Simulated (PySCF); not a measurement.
Run report: B2H2I4, excited-state calculation

B2H2I4, computed with TDDFT CAM-B3LYP/def2-SVPD, vertical, gas phase, core orbitals frozen in the response (PySCF 2.14.0).

The geometry comes from this level: PBE0-D3(BJ)/def2-SVP. It belongs to a series of runs on one base structure; here: bridge H.

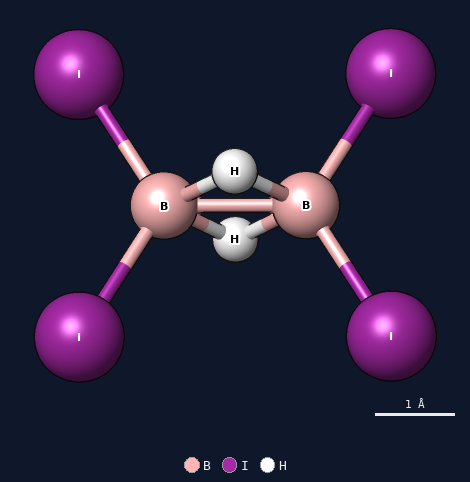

The structure as given in the input (ball-and-stick view, seen at a tilt).

### Summary

| quantity | value |
| --- | --- |
| outcome | converged |
| total energy | −1241.721729 hartree |
| HOMO | −8.34 eV |
| LUMO | −1.10 eV |
| dipole moment | 0.01 D |
| mean polarisability | 170.02 a.u. |
| vertical ionisation energy | 9.06 eV |
| vertical electron affinity | 0.83 eV |
| lowest singlet excitation | 4.28 eV |
| hardware | 1 CPU thread, shared host |
| wall time | 2.5 min |
| peak memory | 1.2 GiB |

### Notes

Spin–orbit coupling is left out, which matters for the heavy atoms.

### Input file
```
{"job": {"kind": "uv", "xc": "CAM-B3LYP", "basis": "def2-SVPD", "ip": true, "nstates": 10}, "charge": 0, "multiplicity": 1}
B      0.785875     0.344121    -0.327418
I      1.172706     2.444363    -0.123541
I      2.233612    -0.908879    -1.294008
H     -0.423720     0.155632    -0.888859
B     -0.750541    -0.365225     0.306261
I     -2.199214     0.887712     1.272246
I     -1.138006    -2.465734     0.104182
H      0.457517    -0.177659     0.867428
```

The first line tells a small driver script what to run in PySCF; the rest is the geometry in Å.

Launched with:
```bash
OMP_NUM_THREADS=1 python <driver script> task.json out
```

### What the program printed
```
coarse grid: 47408 points
cycle   1  E = -1236.8852840332  dE = -1.235e+02  |g| = 5.548e+00  |ddm| = 3.405e+01
cycle   2  E = -1237.0296004826  dE = -1.443e-01  |g| = 4.474e+00  |ddm| = 4.360e+01
cycle   3  E = -1240.6850813532  dE = -3.655e+00  |g| = 1.639e+00  |ddm| = 3.488e+01
cycle   4  E = -1241.6442050384  dE = -9.591e-01  |g| = 4.807e-01  |ddm| = 8.933e+00
cycle   5  E = -1241.7203234484  dE = -7.612e-02  |g| = 6.063e-02  |ddm| = 6.439e+00
cycle   6  E = -1241.7216404884  dE = -1.317e-03  |g| = 1.568e-02  |ddm| = 2.156e-01
cycle   7  E = -1241.7217533509  dE = -1.129e-04  |g| = 5.458e-03  |ddm| = 2.652e-01
cycle   8  E = -1241.7217693429  dE = -1.599e-05  |g| = 1.413e-03  |ddm| = 3.438e-02
cycle   9  E = -1241.7217708874  dE = -1.545e-06  |g| = 2.321e-04  |ddm| = 6.604e-03
final grid: 89336 points
cycle  10  E = -1241.7217286276  dE = -8.427e-08  |g| = 1.189e-04  |ddm| = 4.048e-03
cycle  11  E = -1241.7217286336  dE = -5.996e-09  |g| = 1.195e-04  |ddm| = 1.404e-03
cycle  12  E = -1241.7217286384  dE = -4.777e-09  |g| = 3.028e-05  |ddm| = 9.949e-04
cycle  13  E = -1241.7217286390  dE = -6.473e-10  |g| = 1.220e-05  |ddm| = 1.343e-04
```

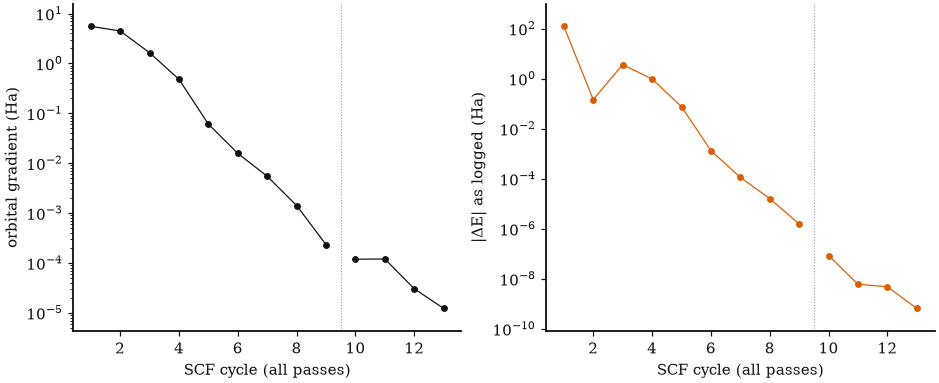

Convergence of the self-consistent field: orbital gradient and size of the energy change against the SCF cycle. The dotted line marks the change from a coarse to the final integration grid. The first 9 cycles use a coarse grid, the final grid takes over at cycle 10, and the field converges after 13 cycles in all.

```
converged SCF energy = -1241.7217286390

Static polarisability (au): isotropic 170.020, principal 116.600 193.132 200.327

Singlet excitations
state   eV       nm        f      main configurations
  1   4.2807    289.6   0.00000   H->L 0.99
  2   5.0676    244.7   0.00000   H-3->L 0.98
  3   5.1132    242.5   0.00027   H-4->L 0.99
  4   5.1720    239.7   0.09214   H-1->L 0.89
  5   5.2247    237.3   0.20443   H-2->L 0.95
  6   5.3626    231.2   0.00006   H-5->L 0.59, H->L+2 0.22, H-3->L+1 0.09
  7   5.3814    230.4   0.06457   H->L+1 0.70
  8   5.5266    224.3   0.04084   H->L+3 0.74
  9   5.5466    223.5   0.00001   H-5->L 0.37, H->L+2 0.30, H-4->L+3 0.11
 10   5.5745    222.4   0.00000   H-6->L 0.98

Triplet excitations (Tamm-Dancoff, eV): 4.2053 4.6856 4.7789 4.8946
Vertical ionisation energy (delta-SCF) = 9.0588 eV
Vertical electron affinity (delta-SCF) = 0.8295 eV
```

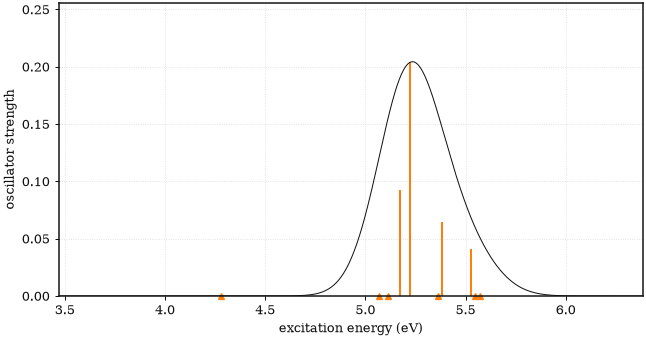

Computed excitations as sticks (degenerate states added up, dark ones marked on the axis), with a Gaussian envelope of 0.35 eV full width at half maximum, scaled to the tallest. Of the 10 states the lowest lies at 4.28 eV (f = 0.000); the strongest line is at 5.22 eV, or 237 nm (f = 0.204).

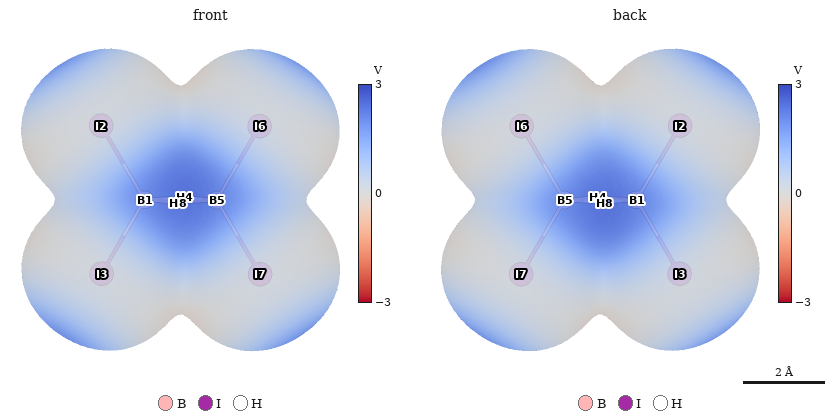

The electrostatic potential painted on the density surface at 0.004 e/bohr³, seen face on and from behind; red is negative and blue positive.

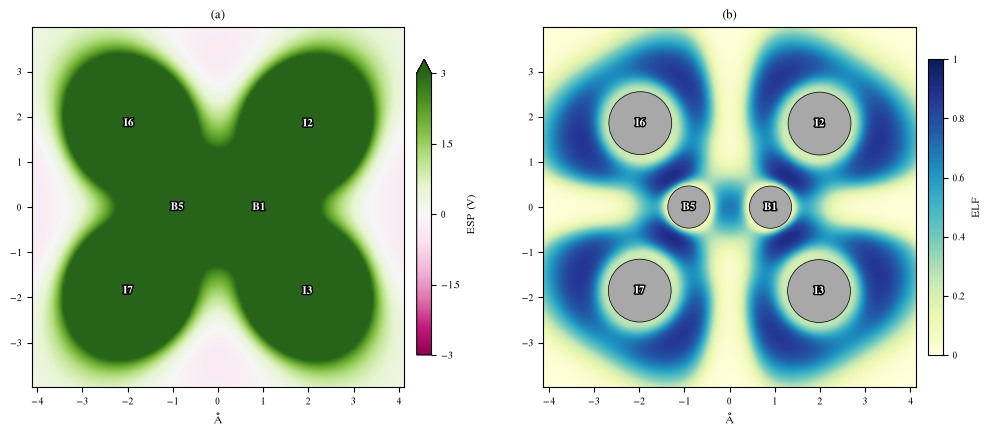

(a) electrostatic potential; (b) electron localisation function on the plane of atoms I6, B5 and I7. Grey discs, where drawn, cover atomic cores. The section cuts through B and I sites. B–B (1.81 Å): the ELF peaks at about 0.70 between the atoms. B–I (2.14 Å): the ELF peaks at about 0.90 between the atoms (a shared electron pair).

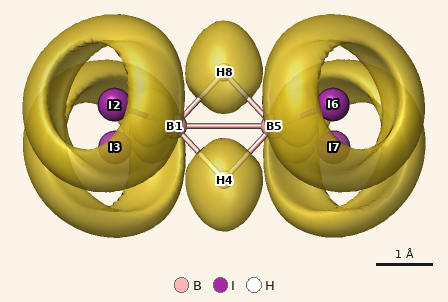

Isosurface of the electron localisation function at 0.8 (yellow), seen from the side. Core shells and regions of very low density are left out. Values along the shortest contacts: B–B (1.81 Å): the ELF peaks at about 0.70 between the atoms.
